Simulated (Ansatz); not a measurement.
# SnH3O (SMILES [OH][SnH2]) at UBLYP/STO-3G

Aim: the energy change on altering one bond length of SnH3O at UBLYP/STO-3G, from 2 runs. 

Program for the calculation: Ansatz 0.2.0.

58 further runs of the same task are left out: 7 that didn't finish, 51 set aside as unsound or not needed.

## Step 1: The molecule

The species is SnH3O (5 atoms), meant as a doublet with charge 0. As SMILES, `[OH][SnH2]`. The shape is that of a PBE0-D4/def2-TZVP optimisation. This is one conformer, not always the lowest.

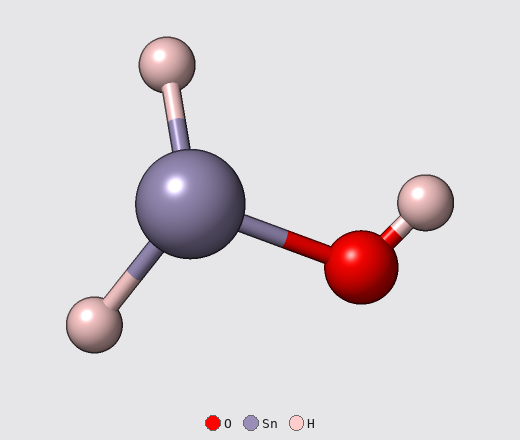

The structure, seen from a chosen angle (oxygen red, tin purple, hydrogen pink).

## Step 2: A single-point energy at UBLYP/STO-3G

Input file in.yaml:

```yaml
crystal:
  periodic: [false, false, false]
  atoms:
    - symbol: O
      position_ang: [0.707400, -0.732900, 0.861900]
    - symbol: Sn
      position_ang: [0.104500, 0.308800, -0.705500]
    - symbol: H
      position_ang: [0.368600, -1.631300, 0.873200]
    - symbol: H
      position_ang: [-1.606800, 0.061300, -0.845900]
    - symbol: H
      position_ang: [0.476300, 1.920400, -0.224900]
basis:
  gaussian:
    orbitals: STO-3G
total_charge: 0
accuracy: high
hamiltonian:
  xc: {name: BLYP}
magnetization:
  spin_polarized: true
  initial_magnetization: 1
```

The run is started by

```
ansatz run in.yaml --threads 1 --pin off --max-ram 2610MiB --events-out events.jsonl --progress --plain --runs-dir runs
```

The program printed:

```text
Warning: RAYON_NUM_THREADS=1 ignored (pool sized by the plan → 1); use --threads N
Functional definition: BLYP
  name "BLYP"
  parameter beta = 0.0042
  parameter a = 0.04918
  parameter b = 0.132
  parameter c = 0.2533
  parameter d = 0.349
  exchange = b88_x(beta = beta)
  correlation = lyp_c(a = a, b = b, c = c, d = d)
640 factors; integrals over basis functions are off by at most 4.8e-9 eV
mean field evaluation 1: about -164384.4041 eV, gradient 1.4e1 eV
mean field evaluation 2: about -164370.1661 eV, gradient 4.6e1 eV
mean field evaluation 4: about -164385.9558 eV, gradient 1.2e0 eV
mean field evaluation 8: about -164385.8856 eV, gradient 9.9e-2 eV
mean field evaluation 16: about -164385.8857 eV, gradient 1.4e-6 eV
mean field -164385.88566246 eV, -6041.0698733400 hartree, gradient 3.5e-8 eV, S^2 0.750528; 0 other end points of the search recorded, 0 dependent functions left out
reference -164385.88569965 eV, -6041.0698747067 hartree; 31, 30 occupied and 4, 5 virtual orbitals, 640 factors
Total energy: -164385.88569965 eV, -6041.0698747067 hartree
```

It took 2.5 s on 1 thread of Arm Neoverse V2, shared host; peak memory 0.14 GiB.

## Step 3: The distorted shape, same level

Input file input.yaml:

```yaml
crystal:
  periodic: [false, false, false]
  atoms:
    - {symbol: O, position_ang: [0.614456, -1.135773, 0.741758]}
    - {symbol: Sn, position_ang: [0.011556, -0.094073, -0.825642]}
    - {symbol: H, position_ang: [0.275656, -2.034173, 0.753058]}
    - {symbol: H, position_ang: [-1.699744, -0.341573, -0.966042]}
    - {symbol: H, position_ang: [0.476300, 1.920400, -0.224900]}
basis:
  gaussian:
    orbitals: STO-3G
magnetization:
  spin_polarized: true
  initial_magnetization: 1
hamiltonian:
  xc: {name: BLYP}
accuracy: high
```

The run is started by

```
ansatz run input.yaml --threads 1 --pin off --max-ram 2610MiB --events-out events.jsonl --progress --plain --runs-dir runs
```

The program printed:

```text
Warning: RAYON_NUM_THREADS=1 ignored (pool sized by the plan → 1); use --threads N
Functional definition: BLYP
  name "BLYP"
  parameter beta = 0.0042
  parameter a = 0.04918
  parameter b = 0.132
  parameter c = 0.2533
  parameter d = 0.349
  exchange = b88_x(beta = beta)
  correlation = lyp_c(a = a, b = b, c = c, d = d)
640 factors; integrals over basis functions are off by at most 4.8e-9 eV
mean field evaluation 1: about -164382.8518 eV, gradient 1.5e1 eV
mean field evaluation 2: about -164367.6334 eV, gradient 4.8e1 eV
mean field evaluation 4: about -164384.7843 eV, gradient 2.1e0 eV
mean field evaluation 8: about -164384.7388 eV, gradient 9.3e-2 eV
mean field evaluation 16: about -164384.7389 eV, gradient 2.9e-6 eV
mean field -164384.73887944 eV, -6041.0277298414 hartree, gradient 2.3e-8 eV, S^2 0.751411; 0 other end points of the search recorded, 0 dependent functions left out
reference -164384.73891761 eV, -6041.0277312442 hartree; 31, 30 occupied and 4, 5 virtual orbitals, 640 factors
Total energy: -164384.73891761 eV, -6041.0277312442 hartree
```

It took 2.8 s on 1 thread of Arm Neoverse V2, shared host; peak memory 0.14 GiB.

## Step 4: Outcome

Level: UBLYP/STO-3G.

```
                                                          quantity           value
                                         first shape: total energy  -6041.06987 Eh
                                                 first shape: ⟨S²⟩           0.751
                                     distorted shape: total energy  -6041.02773 Eh
                                             distorted shape: ⟨S²⟩           0.751
energy change with the Sn2–H5 bond stretched from 1.722 to 2.153 Å        1.147 eV
```

In words: With the Sn2–H5 bond stretched from 1.722 to 2.153 Å the energy rises by 1.15 eV (26 kcal/mol). The first shape isn't relaxed at this level, so the change isn't measured from a minimum. The minimal basis adds a large error of its own. Relativity is left out (first shape) although the molecule holds a heavy atom. Relativity is left out (distorted shape) although the molecule holds a heavy atom.
